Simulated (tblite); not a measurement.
# Molecular dynamics, with input and output: CHBr₃

System: CHBr₃ (bromoform).
Method: GFN2-xTB Langevin dynamics, gas phase (tblite 0.8.0).

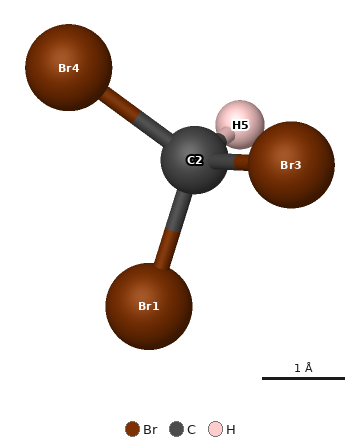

*The structure as given in the input (ball-and-stick view, seen at a tilt; atoms are numbered from 1 in the order of the input).*

Results in brief

| quantity | value |
| --- | --- |
| outcome | finished |
| mean temperature over the second half | 98 K |
| trajectory | 25 frames kept, 12600 fs |
| hardware | 1 CPU thread, shared host |
| wall time | 51 s |
| peak memory | 0.4 GiB |

The input
```
{"job": {"dt": 1.5, "steps": 8000, "equilibration": 400, "friction": 0.005, "h_mass": 4.0, "temperature": 100, "xc": "GFN2-xTB", "basis": "xTB", "kind": "md"}, "charge": 0, "multiplicity": 1}
Br    -1.054315    -1.533929    -0.374329
C      0.009183     0.009977     0.130721
Br    -0.785403     1.646112    -0.549097
Br     1.837936    -0.179016    -0.494254
H      0.027087     0.068266     1.218218
```

The first line tells a small driver script what to run in tblite; the rest is the geometry in Å.

Run as:
```bash
OMP_NUM_THREADS=1 python <driver script> task.json out
```

The program's output
```
t/fs     T/K   E - E0/eV
     0.0     58.0     0.0000
   525.0    112.5     0.0678
  1050.0     76.4     0.0174
  1575.0     83.2     0.0376
  2100.0    161.0     0.0418
  2625.0     79.4     0.0434
  3150.0    135.1     0.0269
  3675.0    143.6     0.0378
  4200.0     91.0     0.0349
  4725.0    182.6     0.0565
  5250.0     81.7     0.0511
  5775.0    105.5     0.0431
  6300.0     52.3     0.0485
  6825.0    141.5     0.0325
  7350.0    101.1     0.0654
  7875.0    118.3     0.0219
  8400.0     67.0     0.0344
  8925.0    118.0     0.0388
  9450.0    158.9     0.0270
  9975.0     86.6     0.0243
 10500.0    142.2     0.0454
 11025.0    115.2     0.0390
 11550.0     60.9     0.0587
 12075.0     61.3     0.0490
 12600.0     56.3     0.0143
```

Trajectory as extended XYZ (Å, eV, eV/Å), 25 frames, from step=0 to step=8400
```
5
Properties=species:S:1:pos:R:3:forces:R:3 step=0 time_fs=0.0 energy=-404.62936 temperature=58.0
Br   -1.0543   -1.5339   -0.3743    0.0010   0.0010   0.0000
C     0.0092    0.0100    0.1307    0.0010   0.0010  -0.0030
Br   -0.7854    1.6461   -0.5491    0.0010  -0.0020   0.0010
Br    1.8379   -0.1790   -0.4943   -0.0030   0.0000   0.0000
H     0.0271    0.0683    1.2182    0.0000   0.0000   0.0020
5
Properties=species:S:1:pos:R:3:forces:R:3 step=350 time_fs=525.0 energy=-404.56152 temperature=112.5
Br   -1.2513   -1.2667   -0.1344    0.3040   0.3430   0.2230
C    -0.0161    0.1273    0.5320   -0.4900   0.3110   0.4020
Br   -0.5277    1.9147   -0.2546    0.0840  -0.6030   0.4120
Br    1.7865   -0.2505    0.0651    0.2460  -0.1390  -0.0700
H    -0.0859    0.1707    1.6503   -0.1440   0.0890  -0.9670
5
Properties=species:S:1:pos:R:3:forces:R:3 step=700 time_fs=1050.0 energy=-404.61200 temperature=76.4
Br   -1.3101   -1.2883   -0.2883    0.1320   0.0700   0.1160
C     0.0363   -0.2345    0.6692    0.1480  -0.1670  -0.8000
Br   -0.0369    1.6145    0.0690    0.0640  -0.1460   0.1400
Br    1.8132   -1.0102    0.4202   -0.0870   0.1000  -0.0680
H    -0.1683   -0.3046    1.7154   -0.2570   0.1440   0.6120
5
Properties=species:S:1:pos:R:3:forces:R:3 step=1050 time_fs=1575.0 energy=-404.59181 temperature=83.2
Br   -1.3569   -1.4628   -0.8234    0.2380   0.0070   0.1120
C     0.1108   -0.4861    0.0108   -0.1140   0.6070  -0.1060
Br    0.2177    1.3376   -0.7042   -0.0700   0.0350  -0.1690
Br    1.8274   -1.3090   -0.1621    0.1240  -0.3220  -0.0730
H    -0.0947   -0.3217    1.0614   -0.1770  -0.3260   0.2370
5
Properties=species:S:1:pos:R:3:forces:R:3 step=1400 time_fs=2100.0 energy=-404.58760 temperature=161.0
Br   -1.3963   -1.7889   -0.7301    0.2650  -0.2000   0.1360
C     0.2610   -0.8185   -0.3440   -0.2000   0.1060   0.5320
Br    0.2106    0.7768   -1.4081    0.2590   0.2420  -0.1610
Br    1.8960   -1.8676   -0.6131   -0.3230   0.1040  -0.0520
H     0.2383   -0.5079    0.7185   -0.0010  -0.2520  -0.4550
5
Properties=species:S:1:pos:R:3:forces:R:3 step=1750 time_fs=2625.0 energy=-404.58600 temperature=79.4
Br   -1.0583   -1.8721   -1.0346   -0.0240  -0.1580   0.0580
C     0.7093   -1.1507   -0.6522   -0.2330  -0.4350  -0.6350
Br    0.8477    0.5327   -1.5768    0.2960   0.0570   0.0400
Br    2.0971   -2.4539   -1.1041   -0.0050   0.1430  -0.1890
H     0.7920   -1.0338    0.4040   -0.0350   0.3920   0.7270
5
Properties=species:S:1:pos:R:3:forces:R:3 step=2100 time_fs=3150.0 energy=-404.60247 temperature=135.1
Br   -1.0459   -1.8625   -1.5049    0.2210   0.0070  -0.0920
C     0.6642   -1.0540   -0.9906   -0.0400  -0.1820   0.0990
Br    0.9371    0.6485   -1.8578   -0.0530   0.0150   0.0090
Br    2.1926   -2.2142   -1.2668   -0.0030  -0.1700  -0.2310
H     0.6226   -0.9317    0.0840   -0.1260   0.3300   0.2160
5
Properties=species:S:1:pos:R:3:forces:R:3 step=2450 time_fs=3675.0 energy=-404.59161 temperature=143.6
Br   -0.7559   -1.7300   -1.4756   -0.2490  -0.0860   0.0520
C     0.9186   -0.9635   -0.9952    0.5900  -0.0310  -0.4660
Br    1.3596    0.5237   -2.1853    0.0780  -0.0950  -0.1080
Br    2.3313   -2.3292   -0.9528   -0.0470   0.0760  -0.1500
H     0.9284   -0.5349   -0.0158   -0.3730   0.1370   0.6720
5
Properties=species:S:1:pos:R:3:forces:R:3 step=2800 time_fs=4200.0 energy=-404.59447 temperature=91.0
Br   -0.8057   -1.4513   -1.7250    0.1080  -0.0750  -0.1350
C     0.8830   -0.8428   -0.9800    0.0880   0.1800  -0.2990
Br    1.7500    0.5146   -2.1258   -0.3170  -0.0980   0.1980
Br    2.1676   -2.2747   -0.7442   -0.2220  -0.0420   0.1410
H     0.6105   -0.3885   -0.0301    0.3430   0.0350   0.0940
5
Properties=species:S:1:pos:R:3:forces:R:3 step=3150 time_fs=4725.0 energy=-404.57283 temperature=182.6
Br   -0.6633   -1.2665   -1.4913    0.7050   0.0830   0.4410
C     1.0795   -0.8684   -0.5617   -0.0110   0.0680  -0.4910
Br    1.9946    0.6132   -1.5049   -0.3310  -0.3060   0.3440
Br    2.2822   -2.3984   -0.5294   -0.3210   0.1170  -0.0030
H     0.8691   -0.5795    0.4720   -0.0420   0.0390  -0.2910
5
Properties=species:S:1:pos:R:3:forces:R:3 step=3500 time_fs=5250.0 energy=-404.57825 temperature=81.7
Br   -0.4095   -1.5447   -1.7037   -0.0240  -0.1080  -0.3210
C     1.1455   -1.0117   -0.7011   -0.1040   0.0620   0.7790
Br    2.0214    0.5518   -1.3531    0.1440   0.3940  -0.4410
Br    2.4394   -2.4182   -0.4187    0.0840  -0.3290  -0.1580
H     0.7825   -0.7480    0.2913   -0.0990  -0.0180   0.1410
5
Properties=species:S:1:pos:R:3:forces:R:3 step=3850 time_fs=5775.0 energy=-404.58624 temperature=105.5
Br   -0.3110   -1.6768   -2.4777   -0.0930  -0.3510   0.0840
C     0.9249   -1.0999   -1.1142    0.0190   0.1420   0.1610
Br    1.7832    0.4927   -1.8288    0.1980  -0.0180   0.2550
Br    2.2151   -2.4750   -0.5498   -0.1530   0.1590  -0.2540
H     0.3706   -0.8380   -0.2061    0.0290   0.0680  -0.2470
5
Properties=species:S:1:pos:R:3:forces:R:3 step=4200 time_fs=6300.0 energy=-404.58087 temperature=52.3
Br   -0.0610   -1.8365   -2.5556   -0.0310   0.1470   0.0630
C     0.7122   -0.8388   -1.0809    0.6140  -0.6310  -0.2130
Br    1.8824    0.5829   -1.7751   -0.2950  -0.3430   0.3360
Br    1.6616   -2.1364    0.0970   -0.0120   0.3950  -0.2450
H    -0.0752   -0.4493   -0.4627   -0.2760   0.4320   0.0580
5
Properties=species:S:1:pos:R:3:forces:R:3 step=4550 time_fs=6825.0 energy=-404.59686 temperature=141.5
Br    0.0612   -1.8641   -2.6296   -0.0400   0.2210   0.1900
C     0.9392   -1.0994   -1.0509    0.4550   0.0790  -0.7040
Br    1.9241    0.5376   -1.5037   -0.0870  -0.0890  -0.0490
Br    2.1184   -2.3971   -0.3187    0.3300  -0.3110   0.2470
H     0.2283   -0.8266   -0.3027   -0.6580   0.1000   0.3150
5
Properties=species:S:1:pos:R:3:forces:R:3 step=4900 time_fs=7350.0 energy=-404.56392 temperature=101.1
Br   -0.1792   -2.1122   -2.2373   -0.1160   0.0060   0.0020
C     1.0850   -1.5695   -0.8795    0.2440   0.6140  -0.5510
Br    1.7413    0.2502   -1.2135    0.0050   0.1650  -0.1890
Br    2.6008   -2.7476   -0.8832   -0.0310  -0.1990   0.2770
H     0.5788   -1.4453    0.0617   -0.1010  -0.5860   0.4600
5
Properties=species:S:1:pos:R:3:forces:R:3 step=5250 time_fs=7875.0 energy=-404.60747 temperature=118.3
Br   -0.2459   -2.1536   -2.5572    0.0450   0.2270   0.0360
C     0.8680   -1.6447   -1.0390   -0.2240  -0.2320   0.4020
Br    1.4062    0.2339   -1.0325   -0.2040  -0.2020  -0.0800
Br    2.4461   -2.7724   -1.0108    0.0160  -0.0080   0.0620
H     0.2736   -1.8556   -0.1263    0.3670   0.2150  -0.4210
5
Properties=species:S:1:pos:R:3:forces:R:3 step=5600 time_fs=8400.0 energy=-404.59500 temperature=67.0
Br   -0.2111   -2.1563   -2.4156   -0.0630   0.0480  -0.2310
C     1.0220   -1.7177   -0.9983   -0.0090   0.0540   0.0660
Br    1.6994    0.1321   -1.1610   -0.3220  -0.3020   0.1380
Br    2.5384   -2.9136   -1.0203    0.0250  -0.1340   0.0570
H     0.4537   -1.8750   -0.0730    0.3680   0.3350  -0.0310
5
Properties=species:S:1:pos:R:3:forces:R:3 step=5950 time_fs=8925.0 energy=-404.59052 temperature=118.0
Br    0.0353   -1.9559   -2.1360    0.3790   0.0660   0.2890
C     1.3663   -1.3504   -0.7935   -0.3860  -0.3580   0.2380
Br    2.2301    0.2578   -1.3873    0.0740  -0.0840   0.0210
Br    2.6646   -2.8044   -0.3522   -0.4010   0.4920  -0.1990
H     0.7911   -1.1326    0.1241    0.3340  -0.1160  -0.3490
5
Properties=species:S:1:pos:R:3:forces:R:3 step=6300 time_fs=9450.0 energy=-404.60236 temperature=158.9
Br    0.2924   -1.9847   -1.8798   -0.0710  -0.2590  -0.1280
C     1.7049   -1.3186   -0.7698    0.1760   0.0390   0.4430
Br    2.6580    0.0973   -1.6947   -0.0400   0.0040   0.1210
Br    2.9906   -2.6997   -0.1664   -0.2700   0.0980  -0.2050
H     1.2384   -0.9379    0.1480    0.2050   0.1180  -0.2320
5
Properties=species:S:1:pos:R:3:forces:R:3 step=6650 time_fs=9975.0 energy=-404.60503 temperature=86.6
Br    0.5654   -1.7268   -2.1579    0.1270   0.0650  -0.1800
C     1.8290   -1.1926   -0.7784   -0.4040  -0.1470   0.3850
Br    2.9850    0.2582   -1.2826    0.1320  -0.0160  -0.1970
Br    2.8011   -2.7578   -0.1256    0.0520   0.1480  -0.0870
H     1.2105   -0.8290    0.0446    0.0920  -0.0500   0.0780
5
Properties=species:S:1:pos:R:3:forces:R:3 step=7000 time_fs=10500.0 energy=-404.58401 temperature=142.2
Br    0.7362   -1.3569   -2.5091    0.1870   0.0480  -0.0050
C     1.6780   -0.9199   -0.8745    0.0220   0.3020   0.1580
Br    3.2211    0.3284   -1.1808   -0.5260  -0.4470   0.0330
Br    2.2900   -2.5592    0.0179   -0.1600   0.4410  -0.1340
H     0.9506   -0.3730   -0.2475    0.4770  -0.3450  -0.0520
5
Properties=species:S:1:pos:R:3:forces:R:3 step=7350 time_fs=11025.0 energy=-404.59041 temperature=115.2
Br    1.0156   -1.5419   -2.5874   -0.2350   0.0980  -0.1960
C     1.6533   -0.9336   -0.9045    0.7470   0.1540   0.3840
Br    2.9446    0.5620   -1.0919   -0.1440  -0.1880  -0.0900
Br    2.5314   -2.4240    0.0142   -0.0780   0.1120   0.0470
H     0.8849   -0.5367   -0.2478   -0.2900  -0.1770  -0.1450
5
Properties=species:S:1:pos:R:3:forces:R:3 step=7700 time_fs=11550.0 energy=-404.57070 temperature=60.9
Br    1.0969   -1.7395   -2.9427    0.0690  -0.3860  -0.4080
C     1.6578   -1.0887   -1.2360    0.8770  -0.3400  -0.1480
Br    3.0187    0.2740   -1.4373    0.0130   0.1150  -0.0160
Br    2.3355   -2.4746   -0.0087   -0.2070   0.0640  -0.2480
H     0.7819   -0.6615   -0.8300   -0.7520   0.5470   0.8200
5
Properties=species:S:1:pos:R:3:forces:R:3 step=8050 time_fs=12075.0 energy=-404.58034 temperature=61.3
Br    0.5213   -1.4718   -2.5368    0.2680  -0.0880   0.3120
C     1.5124   -0.9659   -0.8795    0.2280   0.0240  -0.8440
Br    3.0419    0.1533   -1.3534   -0.0920  -0.0610   0.0060
Br    2.1197   -2.4855    0.1391   -0.2540   0.1120  -0.0520
H     0.8124   -0.3329   -0.3640   -0.1500   0.0130   0.5790
5
Properties=species:S:1:pos:R:3:forces:R:3 step=8400 time_fs=12600.0 energy=-404.61511 temperature=56.3
Br    0.8726   -1.6125   -2.7751    0.0470  -0.1390  -0.0240
C     1.3530   -1.2117   -0.9369   -0.1670   0.3170  -0.1090
Br    2.5893    0.3171   -0.9264   -0.0750  -0.2470   0.1190
Br    2.0487   -2.7566   -0.0021    0.0450   0.0910  -0.0710
H     0.4301   -0.8920   -0.4468    0.1510  -0.0220   0.0860
```

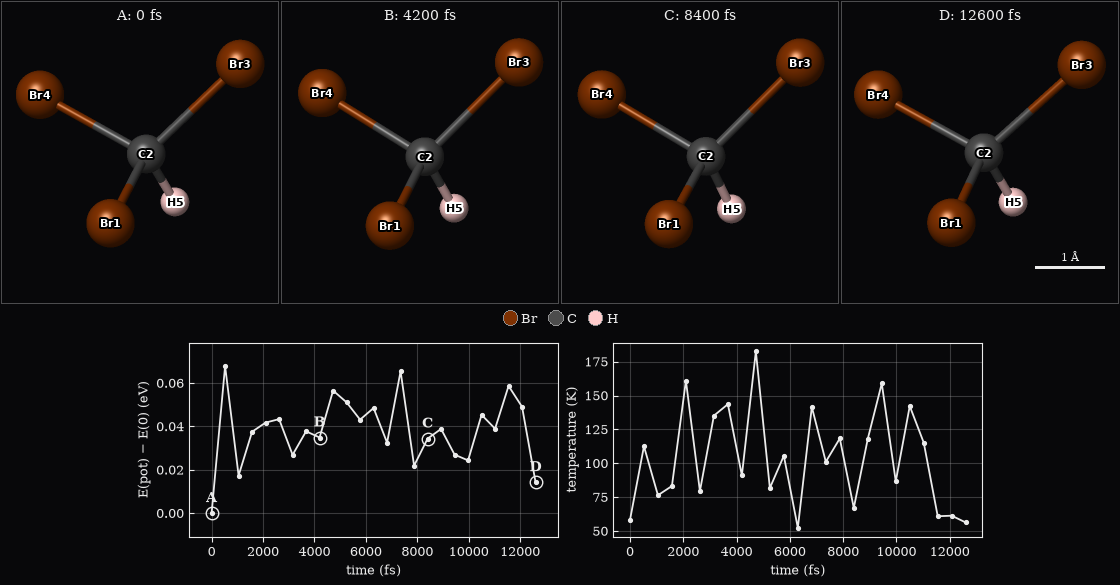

*Frames of the molecular dynamics (ball-and-stick, seen at a tilt) above the curves, on which the letters mark them.*

The trajectory kept here has 25 frames over 12600 fs. The temperature starts at 58 K, ranges from 52 to 183 K and averages 98 K over the second half. The potential energy ends 0.014 eV above its first value. After an unweighted best fit of the last frame on the first, the root-mean-square displacement is 0.03 Å.
